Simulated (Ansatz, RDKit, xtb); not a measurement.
# C4H7FSeSi: which of the isomers drawn lies lowest?, part 2 of 2

Which of a sample of isomers of C4H7FSeSi is the most stable in the gas at 298.15 K, and what are its properties? The sample is small against all isomers, and the most stable one of this formula need not be in it.

xtb, Ansatz and PySCF; isolated molecules. Earlier steps stand in the parts before.

### 9 The final energy

Each finalist gets a single point at CCSD(T)/def2-SVP + MP2/def2-TZVPP - MP2/def2-SVP.

c458a, CCSD(T)/def2-SVP:

The input, input.yaml:

```yaml
crystal:
  periodic: [false, false, false]
  atoms:
    - {symbol: C, position_ang: [-1.141928, -0.425387, 2.440924]}
    - {symbol: C, position_ang: [-2.284426, -0.601142, 1.767256]}
    - {symbol: C, position_ang: [0.712260, -1.234503, 0.914106]}
    - {symbol: C, position_ang: [0.203238, -0.117170, 1.853360]}
    - {symbol: F, position_ang: [-1.137805, -0.578662, 3.780606]}
    - {symbol: Se, position_ang: [-2.396448, -0.410454, -0.141113]}
    - {symbol: Si, position_ang: [-0.446412, -1.580783, -0.554883]}
    - {symbol: H, position_ang: [-3.207373, -0.853837, 2.292528]}
    - {symbol: H, position_ang: [-0.694797, -3.044444, -0.690472]}
    - {symbol: H, position_ang: [0.086085, -1.065010, -1.848121]}
    - {symbol: H, position_ang: [1.710135, -0.970401, 0.525644]}
    - {symbol: H, position_ang: [0.830686, -2.170722, 1.483527]}
    - {symbol: H, position_ang: [0.908294, 0.042877, 2.682597]}
    - {symbol: H, position_ang: [0.134546, 0.828859, 1.288523]}
basis:
  gaussian:
    orbitals: def2-SVP
total_charge: 0
correlation:
  method: ccsd_t
  frozen_orbitals: {Si: 5, C: 1, F: 1, H: 0, Se: 9}
```

On the command line:

```sh
$ ansatz run input.yaml --threads 4 --pin off --max-ram 7830MiB --events-out events.jsonl --progress --plain --runs-dir runs
```

Standard output, cut to the lines that bear on the results:

```text
Warning: RAYON_NUM_THREADS=4 ignored (pool sized by the plan → 4); use --threads N
Functional definition: HF
  name "HF"
[...]
1551 factors; integrals over basis functions are off by at most 1.5e-3 eV
[...]
mean field -80087.93699046 eV, -2943.1773988459 hartree, gradient 9.5e-7 eV, S^2 0.000000; 0 other end points of the search recorded, 0 dependent functions left out
19 core orbitals not correlated: weight in the atoms' cores, before any rotation towards them, 1.000 or more for the frozen orbitals, at most 0.000 for the correlated occupied ones
reference -80087.93699046 eV, -2943.1773988459 hartree; 25, 25 occupied and 111, 111 virtual orbitals, 1551 factors
second order -28.64904603 eV of doubles, -0.00000000 eV of singles
cycle   1  -29.19949420 eV  change   -5.5e-1 eV  update   1.2e-1
[...]
cycle   9  -30.12322240 eV  change   -3.2e-5 eV  update   3.8e-5
perturbative correction -0.98845304 eV, -0.0363249792 hartree
Total energy: -80119.04866589 eV, -2944.3207318299 hartree
```

Run time: 47 s. Hardware: 4 threads of Arm Neoverse V1, shared host; peak memory 1.5 GiB.

### 10 c458a at MP2/def2-TZVPP

Edit input.yaml of step 9 so:

```diff
@@ -18,7 +18,3 @@
 basis:
-  gaussian:
-    orbitals: def2-SVP
-total_charge: 0
-correlation:
-  method: ccsd_t
-  frozen_orbitals: {Si: 5, C: 1, F: 1, H: 0, Se: 9}
+  gaussian: {orbitals: def2-TZVPP}
+correlation: {method: mp2, frozen_orbitals: {Si: 5, C: 1, F: 1, H: 0, Se: 9}}
```

On the command line:

```sh
$ ansatz run input.yaml --threads 4 --pin off --max-ram 7830MiB --events-out events.jsonl --progress --plain --runs-dir runs
```

Standard output:

```text
Warning: RAYON_NUM_THREADS=4 ignored (pool sized by the plan → 4); use --threads N
[... 2 set-up lines as earlier in the session ...]
  exchange = exact_x
  correlation = 0
2090 factors; integrals over basis functions are off by at most 1.1e-3 eV
mean field evaluation 1: about -80102.5638 eV, gradient 3.6e1 eV
mean field evaluation 2: about -80102.9783 eV, gradient 3.6e1 eV
mean field evaluation 4: about -80106.8259 eV, gradient 4.8e0 eV
mean field evaluation 8: about -80106.9079 eV, gradient 2.9e-1 eV
mean field -80106.90831926 eV, -2943.8745823200 hartree, gradient 6.7e-6 eV, S^2 0.000000; 0 other end points of the search recorded, 0 dependent functions left out
19 core orbitals not correlated: weight in the atoms' cores, before any rotation towards them, 1.000 or more for the frozen orbitals, at most 0.000 for the correlated occupied ones
reference -80106.90831926 eV, -2943.8745823200 hartree; 25, 25 occupied and 299, 299 virtual orbitals, 2090 factors
second order -35.24007298 eV of doubles, -0.00000000 eV of singles
Total energy: -80142.14839224 eV, -2945.1696311154 hartree
```

Run time: 12 s. Hardware: 4 threads of Arm Neoverse V1, shared host; peak memory 1.3 GiB.

### 11 c567a at CCSD(T)/def2-SVP

The input, input.yaml:

```yaml
crystal:
  periodic: [false, false, false]
  atoms:
    - symbol: C
      position_ang: [-1.155104, 0.106988, 2.698239]
    - symbol: C
      position_ang: [-0.600269, -0.659643, 1.525655]
    - symbol: C
      position_ang: [-1.165549, -0.624085, 0.307890]
    - symbol: C
      position_ang: [0.635614, -1.463846, 1.839066]
    - symbol: F
      position_ang: [-2.282776, 0.818848, 2.367285]
    - symbol: Se
      position_ang: [1.353719, -2.458384, 0.270484]
    - symbol: Si
      position_ang: [-0.350978, -1.630867, -1.032011]
    - symbol: H
      position_ang: [-0.392128, 0.810336, 3.082773]
    - symbol: H
      position_ang: [-1.404690, -0.590642, 3.520207]
    - symbol: H
      position_ang: [-2.064379, -0.016638, 0.167076]
    - symbol: H
      position_ang: [0.139362, -0.816588, -2.182528]
    - symbol: H
      position_ang: [-1.225636, -2.700914, -1.595341]
    - symbol: H
      position_ang: [0.426489, -2.202807, 2.629393]
    - symbol: H
      position_ang: [1.440866, -0.808912, 2.209187]
basis:
  gaussian: {orbitals: def2-SVP}
correlation: {method: ccsd_t, frozen_orbitals: {Si: 5, C: 1, F: 1, H: 0, Se: 9}}
```

On the command line:

```sh
$ ansatz run input.yaml --threads 4 --pin off --max-ram 7830MiB --events-out events.jsonl --progress --plain --runs-dir runs
```

Standard output, cut to the lines that bear on the results:

```text
Warning: RAYON_NUM_THREADS=4 ignored (pool sized by the plan → 4); use --threads N
[... 2 set-up lines as earlier in the session ...]
[...]
1552 factors; integrals over basis functions are off by at most 1.2e-3 eV
[...]
mean field -80088.12398143 eV, -2943.1842706375 hartree, gradient 1.1e-6 eV, S^2 0.000000; 0 other end points of the search recorded, 0 dependent functions left out
19 core orbitals not correlated: weight in the atoms' cores, before any rotation towards them, 1.000 or more for the frozen orbitals, at most 0.000 for the correlated occupied ones
reference -80088.12398143 eV, -2943.1842706375 hartree; 25, 25 occupied and 111, 111 virtual orbitals, 1552 factors
second order -28.48705974 eV of doubles, -0.00000000 eV of singles
cycle   1  -29.06743526 eV  change   -5.8e-1 eV  update   1.2e-1
[...]
cycle   9  -29.98799140 eV  change   -2.3e-5 eV  update   2.7e-5
perturbative correction -0.97103270 eV, -0.0356847936 hartree
Total energy: -80119.08300553 eV, -2944.3219937884 hartree
```

It took 47 s on 4 threads of Arm Neoverse V1, shared host; peak memory 1.5 GiB.

For c564a, c160c the log finds that unrestricted Hartree-Fock orbitals lie lower, a sign to watch the closed-shell reference there.

### 12 The ranking

Energies in kcal/mol from c567a; G adds the thermal terms to the CCSD(T)/def2-SVP + MP2/def2-TZVPP - MP2/def2-SVP energy. The columns left of the relaxed level are at the tight-binding geometries.

| label | SMILES | spin | GFN2-xTB | HF/STO-3G | r2SCAN-D4/def2-SVP | B3LYP-D3(BJ)/def2-SVP | HF/def2-SVP | MP2/def2-SVP | CCSD(T)/def2-SVP + MP2/def2-TZVPP - MP2/def2-SVP | G | share at equilibrium | T1 |
| --- | --- | --- | --- | --- | --- | --- | --- | --- | --- | --- | --- | --- |
| c567a | FCC1=C[SiH2][Se]C1 | singlet | 0.0 | 0.0 | 0.0 | 0.0 | 0.0 | 0.0 | 0.0 | 0.0 | 93.2 % | 0.010 |
| c564a | F[C@@H]1C=C[SiH2][Se]C1 | singlet | 3.8 | 3.2 | 1.6 | 0.2 | 1.2 | 1.7 | 0.8 | 1.6 | 5.8 % | 0.011 |
| c458a | FC1=C[Se][SiH2]CC1 | singlet | -1.0 | -6.8 | -1.2 | -1.0 | 4.3 | 0.6 | 1.6 | 2.7 | 0.9 % | 0.011 |
| c160c | FC[C@@H]1C=C[Se][SiH2]1 | singlet | 0.6 | 0.9 | 3.1 | 3.0 | 5.1 | 3.0 | 3.4 | 4.1 | 0.1 % | 0.011 |

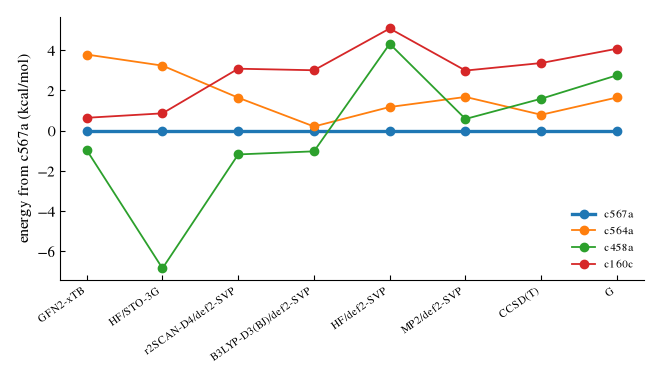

The finalists at each level, measured from c567a.

Lowest found: c567a, `FCC1=C[SiH2][Se]C1`, a singlet. Bond lengths: C1–C2 1.507 Å, C2–C3 1.343 Å, C2–C4 1.507 Å, C1–F5 1.374 Å, C4–Se6 1.991 Å, C3–Si7 1.863 Å, Se6–Si7 2.299 Å, C1–H8 1.107 Å, C1–H9 1.107 Å, C3–H10 1.094 Å, Si7–H11 1.492 Å, Si7–H12 1.492 Å, C4–H13 1.102 Å, C4–H14 1.102 Å. Some angles: C1–C2–C3 122.5°, C1–C2–C4 114.3°, C3–C2–C4 123.2°, C2–C1–F5 112.2°, C2–C3–Si7 117.0°, C2–C4–Se6 113.5°, C4–Se6–Si7 89.9°, C3–Si7–Se6 96.4°, C2–C1–H8 109.9°, C2–C1–H9 109.9°.

```xyz
14

C    -1.1551    0.1070    2.6982
C    -0.6003   -0.6596    1.5257
C    -1.1655   -0.6241    0.3079
C     0.6356   -1.4638    1.8391
F    -2.2828    0.8188    2.3673
Se    1.3537   -2.4584    0.2705
Si   -0.3510   -1.6309   -1.0320
H    -0.3921    0.8103    3.0828
H    -1.4047   -0.5906    3.5202
H    -2.0644   -0.0166    0.1671
H     0.1394   -0.8166   -2.1825
H    -1.2256   -2.7009   -1.5953
H     0.4265   -2.2028    2.6294
H     1.4409   -0.8089    2.2092
```

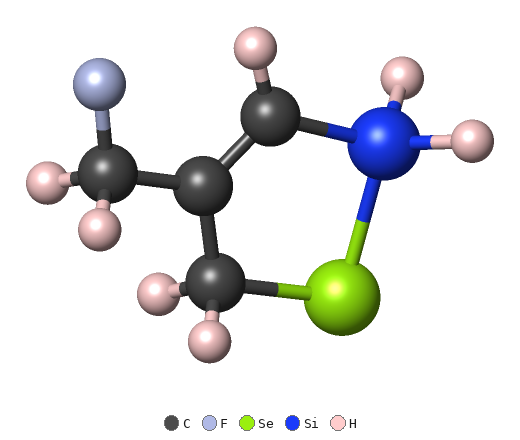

The lowest structure found, seen from a chosen angle (carbon dark grey, fluorine light blue, selenium green, silicon blue, hydrogen pink).

### 13 Outcome

What follows sums up all 2 parts.

| quantity | value |
| --- | --- |
| lowest structure found | FCC1=C[SiH2][Se]C1, singlet |
| next finalist | F[C@@H]1C=C[SiH2][Se]C1, singlet, 1.6 kcal/mol higher in G |
| share at equilibrium, among the finalists | 93.2 % |
| funnel | 22 starts, 20 minima at GFN2-xTB, 15 screening runs, 6 relaxed, 4 ranked |
| CPU time of all runs | 36 min |

What this shows: The search ends on `FCC1=C[SiH2][Se]C1`. The margin, 1.6 kcal/mol, is modest. HF/def2-SVP and MP2/def2-SVP already put its bonding pattern lowest among the structures in one piece; GFN2-xTB, HF/STO-3G, r2SCAN-D4/def2-SVP and B3LYP-D3(BJ)/def2-SVP favour the singlet FC1=C[Se][SiH2]CC1. The largest share of the time went into the relaxations (48 %). One minimum inside the window was never screened. The search is not exhaustive (a finite list of starts, one conformer a finalist), so a lower isomer can't be ruled out. Only 11 drawn patterns were tried, so whole families of isomers are missing, and the result ranks this sample alone. The lowest isomer need not be the one that is made and kept in a bottle, which depends on barriers.
